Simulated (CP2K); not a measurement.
# B2SiH6O (SMILES BB[SiH2]O): levels of theory compared

Aim: a comparison of 3 runs (PM6, GFN1-xTB, IPEA1-xTB) of B2SiH6O. 

Program for the calculation: CP2K 2026.2.

3 further runs of the same task are left out: 3 set aside as unsound or not needed.

## 1. Starting point

B2SiH6O has 10 atoms, charge 0, and is taken as a singlet. As SMILES, `BB[SiH2]O`. Geometry: relaxed at GFN2-xTB. This is one conformer, not always the lowest.

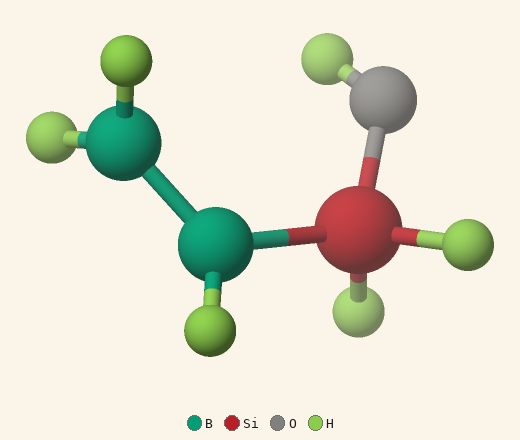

Viewed from a chosen angle; boron teal, silicon red, oxygen grey, hydrogen green.

## 2. Energy and forces at PM6 (run 1)

qs.inp

```
&GLOBAL
  PROJECT qs
  RUN_TYPE ENERGY_FORCE
  PRINT_LEVEL MEDIUM
&END GLOBAL

&FORCE_EVAL
  METHOD QUICKSTEP
  &DFT
    CHARGE 0
    MULTIPLICITY 1
    ! Quickstep
    &QS
      METHOD PM6
      EPS_DEFAULT 1.0E-10
      &SE
        &COULOMB
          CUTOFF [angstrom] 50
          RC_RANGE [angstrom] 0
        &END COULOMB
        &EXCHANGE
          CUTOFF [angstrom] 50
          RC_RANGE [angstrom] 0
        &END EXCHANGE
      &END SE
    &END QS
    &POISSON
      PERIODIC NONE
      POISSON_SOLVER ANALYTIC
    &END POISSON
    ! SCF settings
    &SCF
      SCF_GUESS ATOMIC
      EPS_SCF 1.0E-05
      MAX_SCF 80
      ADDED_MOS 2
      &DIAGONALIZATION
        ALGORITHM STANDARD
      &END DIAGONALIZATION
      &MIXING
        METHOD DIRECT_P_MIXING
        ALPHA 0.4
      &END MIXING
    &END SCF
    ! extra output
    &PRINT
      &MOMENTS
        PERIODIC F
        REFERENCE COM
        MAX_MOMENT 1
      &END MOMENTS
      &MO ON
        ENERGIES T
        OCCUPATION_NUMBERS T
        NDIGITS 6
        &EACH
          QS_SCF 0
        &END EACH
        ADD_LAST NUMERIC
      &END MO
      &HIRSHFELD OFF
      &END HIRSHFELD
    &END PRINT
  &END DFT
  ! atoms, cell and kinds
  &SUBSYS
    ! box in angstrom
    &CELL
      ABC [angstrom] 14.2 13.6 13.1
      PERIODIC NONE
    &END CELL
    &COORD
      B     -0.931320     1.490060    -0.369350
      B      0.330480     0.980790     0.456260
      Si     0.765390    -0.940680     0.362390
      O      0.011960    -1.769070    -0.837510
      H     -2.033100     1.456520     0.045380
      H     -0.860200     1.837020    -1.491490
      H      1.050970     1.601910     1.141710
      H      0.451640    -1.625350     1.637160
      H      2.147280    -1.278410     0.005890
      H     -0.933100    -1.752790    -0.950450
    &END COORD
    &TOPOLOGY
      &CENTER_COORDINATES
      &END CENTER_COORDINATES
    &END TOPOLOGY
  &END SUBSYS
  &PRINT
    &FORCES ON
    &END FORCES
  &END PRINT
&END FORCE_EVAL
```

The run is started by

```
OMP_NUM_THREADS=1 cp2k.psmp -i qs.inp > qs.out 2>&1
```

The log of the run:

```text
CP2K| version string:                                       CP2K version 2026.2
[...]
 GLOBAL| Method name                                                        CP2K
[...]
 GLOBAL| Run type                                                   ENERGY_FORCE
[...]
                             - Atoms:                                         10
[...]
                             - Spherical basis functions:                     27
[...]
 Number of electrons:                                                         22
[...]
     1 P_Mix/Diag. 0.40E+00    0.0     0.73148969       -15.1200483090 -1.51E+01
[...]
    16 DIIS/Diag.  0.24E-05    0.0     0.00000944       -20.3642583590 -4.41E-09
  *** SCF run converged in    16 steps ***
  Core-core repulsion energy [eV]:                           1020.67968683487982
  Core Hamiltonian energy [eV]:                              -873.65630087978434
  Two-electron integral energy [eV]:                        -1402.32607422970750
  Electronic energy [eV]:                                   -1574.81933799463786
  Total energy [eV]:                                         -554.13965115975827
  Atomic reference energy [eV]:                               554.71871410442407
  Heat of formation [kcal/mol]:                                13.35350979114287
[...]
 SE_DIPOLE| Moment [Debye]          1.21793625      -0.60502154      -0.55745115
 SE_DIPOLE| Derivative [a.u.]       0.00000000       0.00000000       0.00000000
 ENERGY| Total FORCE_EVAL ( QS ) energy [hartree]            -20.364258359108693
[...]
```

It took 0.87 s on 1 thread of Intel Xeon 6975P-C (Granite Rapids), shared host; peak memory 0.19 GiB.

## 3. Energy and gradient at GFN1-xTB (run 2)

calc.inp

```
&GLOBAL
  PROJECT calc
  RUN_TYPE ENERGY_FORCE
  PRINT_LEVEL MEDIUM
&END

&FORCE_EVAL
  METHOD QUICKSTEP
  &DFT
    CHARGE 0
    MULTIPLICITY 1
    &QS
      METHOD XTB
      EPS_DEFAULT 1.0E-10
      &XTB
        GFN_TYPE 1
        CHECK_ATOMIC_CHARGES F
      &END
    &END
    &POISSON
      PERIODIC NONE
      POISSON_SOLVER ANALYTIC
    &END
    &SCF
      SCF_GUESS ATOMIC
      EPS_SCF 1.0E-07
      MAX_SCF 150
      ADDED_MOS 8
      &DIAGONALIZATION
        ALGORITHM STANDARD
      &END
      &MIXING
        METHOD DIRECT_P_MIXING
        ALPHA 0.4
      &END
      &SMEAR ON
        METHOD FERMI_DIRAC
        ELECTRONIC_TEMPERATURE [K] 300
      &END
    &END
    # extra output
    &PRINT
      &MOMENTS
        PERIODIC F
        REFERENCE COM
        MAX_MOMENT 1
      &END
      &MO ON
        ENERGIES T
        OCCUPATION_NUMBERS T
        NDIGITS 6
        &EACH
          QS_SCF 0
        &END
        ADD_LAST NUMERIC
      &END
      &HIRSHFELD OFF
      &END
    &END
  &END
  # atoms, cell and kinds
  &SUBSYS
    &CELL
      ABC [angstrom] 14.2 13.6 13.1
      PERIODIC NONE
    &END
    &COORD
      UNIT bohr
      B     -1.7599397     2.8158053    -0.6979703
      B      0.6245167     1.8534245     0.8622064
      Si     1.4463775    -1.7776276     0.6848179
      O      0.0226011    -3.3430578    -1.5826645
      H     -3.8420022     2.7524239     0.0857558
      H     -1.6255424     3.4714647    -2.8185076
      H      1.9860455     3.0271712     2.1575192
      H      0.8534759    -3.0714664     3.0937840
      H      4.0577711    -2.4158448     0.0111305
      H     -1.7633034    -3.3122931    -1.7960902
    &END
    &TOPOLOGY
      &CENTER_COORDINATES
      &END
    &END
  &END
  &PRINT
    &FORCES ON
    &END
  &END
&END
```

The run is started by

```
OMP_NUM_THREADS=1 cp2k.psmp -i calc.inp > calc.out 2>&1
```

The log of the run:

```text
CP2K| version string:                                       CP2K version 2026.2
[...]
 GLOBAL| Method name                                                        CP2K
[...]
 GLOBAL| Run type                                                   ENERGY_FORCE
[...]
                             - Atoms:                                         10
[...]
                             - Spherical basis functions:                     33
[...]
 Number of electrons:                                                         22
[...]
     1 P_Mix/Diag. 0.40E+00    0.0     0.56702167       -12.5265934407 -1.25E+01
[...]
    15 DIIS/Diag.  0.46E-07    0.0     0.00000004       -12.6111165911 -1.92E-13
  *** SCF run converged in    15 steps ***
[...]
  Fermi energy:                                                -0.33767365954072
[...]
 TB_DIPOLE| Moment [Debye]         -1.00182236       0.35947384       0.42371245
 TB_DIPOLE| Derivative [a.u.]       0.00000000       0.00000000       0.00000000
[...]
 ENERGY| Total FORCE_EVAL ( QS ) energy [hartree]            -12.611116591093593
[...]
```

Wall time 0.91 s (1 thread of Intel Xeon 6975P-C (Granite Rapids), shared host); peak memory 0.2 GiB.

## 4. Energy and forces at IPEA1-xTB (run 3)

molecule.xyz

```xyz
10

B     -0.931320     1.490060    -0.369350
B      0.330480     0.980790     0.456260
Si     0.765390    -0.940680     0.362390
O      0.011960    -1.769070    -0.837510
H     -2.033100     1.456520     0.045380
H     -0.860200     1.837020    -1.491490
H      1.050970     1.601910     1.141710
H      0.451640    -1.625350     1.637160
H      2.147280    -1.278410     0.005890
H     -0.933100    -1.752790    -0.950450
```

job.inp

```
&GLOBAL
   PROJECT job
   RUN_TYPE ENERGY_FORCE
   PRINT_LEVEL MEDIUM
&END

&FORCE_EVAL
   METHOD QS
   &DFT
      CHARGE 0
      MULTIPLICITY 1
      # Quickstep
      &QS
         METHOD XTB
         EPS_DEFAULT 1.0E-10
         &XTB
            GFN_TYPE TBLITE
            &TBLITE
               METHOD IPEA1
            &END
            CHECK_ATOMIC_CHARGES F
         &END
      &END
      # cluster boundary conditions
      &POISSON
         PERIODIC NONE
         POISSON_SOLVER ANALYTIC
      &END
      # self-consistent field
      &SCF
         SCF_GUESS ATOMIC
         EPS_SCF 1.0E-06
         MAX_SCF 150
         ADDED_MOS 2
         &DIAGONALIZATION
            ALGORITHM STANDARD
         &END
         &MIXING
            METHOD DIRECT_P_MIXING
            ALPHA 0.4
         &END
      &END
      &PRINT
         &MOMENTS
            PERIODIC F
            REFERENCE COM
            MAX_MOMENT 1
         &END
         &MO ON
            ENERGIES T
            OCCUPATION_NUMBERS T
            NDIGITS 6
            &EACH
               QS_SCF 0
            &END
            ADD_LAST NUMERIC
         &END
         &HIRSHFELD OFF
         &END
      &END
   &END
   &SUBSYS
      # box in angstrom
      &CELL
         ABC [angstrom] 12.2 11.6 11.1
         PERIODIC NONE
      &END
      &TOPOLOGY
         COORD_FILE_NAME molecule.xyz
         COORD_FILE_FORMAT XYZ
         &CENTER_COORDINATES
         &END
      &END
   &END
   # extra output
   &PRINT
      &FORCES ON
      &END
   &END
&END
```

The run is started by

```
OMP_NUM_THREADS=1 cp2k.psmp -i job.inp > job.out 2>&1
```

The log of the run:

```text
CP2K| version string:                                       CP2K version 2026.2
[...]
 GLOBAL| Method name                                                        CP2K
[...]
 GLOBAL| Run type                                                   ENERGY_FORCE
[...]
                             - Atoms:                                         10
[...]
                             - Spherical basis functions:                     36
[...]
 Number of electrons:                                                         22
[...]
  *** SCF run converged in    15 steps ***
[...]
  Fermi energy:                                                -0.36784840982410
[...]
 ENERGY| Total FORCE_EVAL ( QS ) energy [hartree]            -13.215620700206721
 FORCES| Atomic forces [hartree/bohr]
 FORCES|   Atom     x               y               z               |f|
 FORCES|      1 -8.81511254E-03  1.06772287E-02 -2.88824520E-03   1.41439522E-02
 FORCES|      2  1.03439906E-02  4.24904018E-03  9.79256571E-03   1.48642803E-02
 FORCES|      3  5.56448503E-03 -5.54591979E-02 -1.68072137E-02   5.82165660E-02
 FORCES|      4  7.58649535E-03  2.34499059E-02  3.24337630E-02   4.07357580E-02
 FORCES|      5 -1.12376455E-02 -1.13332284E-03  1.68917980E-03   1.14202638E-02
 FORCES|      6 -1.42562685E-03  2.06265165E-03 -1.19106718E-02   1.21717315E-02
 FORCES|      7  8.04801298E-03  1.07693050E-02  8.35216181E-03   1.58274145E-02
 FORCES|      8  4.95466185E-03  1.07431267E-02 -1.11158954E-02   1.62335017E-02
 FORCES|      9 -1.05602751E-02  4.71694866E-03  4.48147114E-03   1.24037332E-02
 FORCES|     10 -4.45898591E-03 -1.00756862E-02 -1.40271153E-02   1.78370953E-02
 FORCES| Sum    -5.89805982E-17  3.46944695E-18  2.79290480E-16
 FORCES| Total atomic force                                       2.85471400E-16
[...]
```

Wall time 0.9 s (1 thread of Intel Xeon 6975P-C (Granite Rapids), shared host); peak memory 0.19 GiB.

## 5. All runs side by side

```csv
run,level,SCF convergence threshold,iteration cap,energy (Eh),dipole moment (D),HOMO energy (eV),LUMO energy (eV),wall time
1,PM6,1e-05,80,-20.364258,1.47,-9.20,-1.08,0.87 s
2,GFN1-xTB,1e-07,150,-12.611117,1.15,-11.02,-8.29,0.91 s
3,IPEA1-xTB,1e-06,150,-13.215621,0.90,-12.30,-9.11,0.9 s
```

## 6. What came out

| quantity | value |
| --- | --- |
| run 3: total energy | -13.21562 Eh |
| run 3: dipole moment (from atomic charges alone) | 0.90 D |
| run 3: HOMO energy | -12.30 eV |
| run 3: LUMO energy | -9.11 eV |
| run 3: HOMO–LUMO gap | 3.19 eV |
| run 3: largest force on an atom | 2.994 eV/Å |

In words: The dipole moment (its size) runs from 0.90 D (IPEA1-xTB) to 1.47 D (PM6). Some of these are taken from atomic charges alone. The HOMO–LUMO gap runs from 2.73 eV (GFN1-xTB) to 8.12 eV (PM6). Force-field and semi-empirical energies have zeros of their own, so their totals don't compare. All runs together took 2.7 s, the longest 0.91 s.
